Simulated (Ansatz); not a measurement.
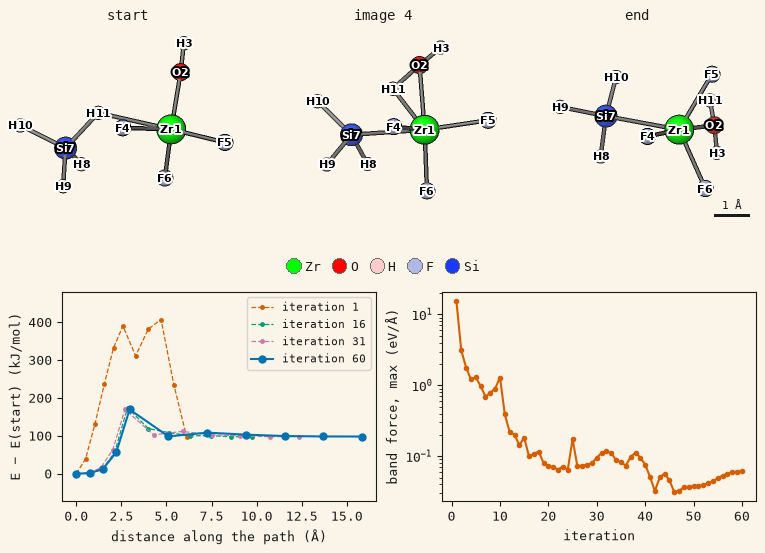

A search for the minimum-energy path of ZrSiH5OF3 by the nudged elastic band. Images are numbered from 0 (start) to 10 (end). The plot follows the band through its iterations. A ball-and-stick model, seen at a tilt.

Computed with RKS PBE0-D4/def2-SVP (Ansatz 0.2.0). Set-up: 9 movable images; climbing image; force threshold 0.03 eV/Å; iteration limit 60; starting path through a guess of the saddle point.

Question: Did the band converge, and can the barrier be trusted?

Answer: The result isn't final. The band hadn't converged when the run stopped after 60 iterations. The largest component of the band force went from 15 to 0.062 eV/Å. The barrier read from it is provisional, though the highest image hardly moved in the last two iterations. The first iteration put the highest image at 407.3 kJ/mol. The highest point, image 4, lies 169.7 kJ/mol above the start and 71.5 kJ/mol above the end; the end is at +98.2 kJ/mol relative to the start. The profile has 2 maxima (images 4, 6) with a dip at image 5 (+98.6 kJ/mol), which on an unconverged band is provisional.

Cost: 20 min on 4 threads of AMD EPYC 7R43 64-Core Processor (Zen 3), with other jobs on the host, peak memory 0.35 GiB.
